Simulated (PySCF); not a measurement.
C₇H₇O, SMILES [CH2]Oc1ccccc1, doublet at its GFN2-xTB optimised geometry (Å):

```
15

C     -0.9977     2.4799     0.0002
O     -1.4640     1.2282     0.0004
C     -0.6899     0.1228     0.0001
C     -1.3842    -1.0974    -0.0001
C     -0.6964    -2.2890    -0.0002
C      0.6929    -2.2982     0.0000
C      1.3826    -1.0967     0.0000
C      0.7097     0.1091     0.0000
H     -1.7571     3.2335     0.0031
H      0.0465     2.7179     0.0041
H     -2.4629    -1.0710    -0.0002
H     -1.2421    -3.2208    -0.0003
H      1.2307    -3.2335     0.0001
H      2.4629    -1.0967     0.0000
H      1.2722     1.0293    -0.0002
```

Calculation: unrestricted PBE0/def2-TZVP (PySCF 2.14.0). Cells within 0.4 Å of a nucleus heavier than hydrogen are left out (blank, or x).

Map of the electrostatic potential (hartree/e), clipped to [-0.08, 0.12] on the plane z = 0.0 Å:

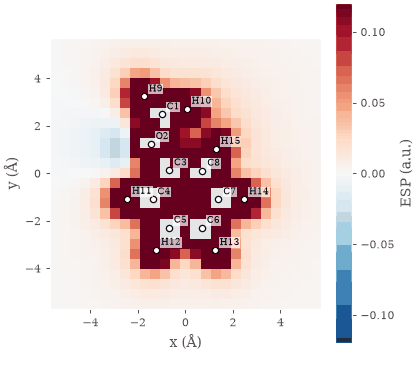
Figure. Electrostatic potential (hartree/e), clipped to [-0.08, 0.12] on the plane z = 0.0 Å.
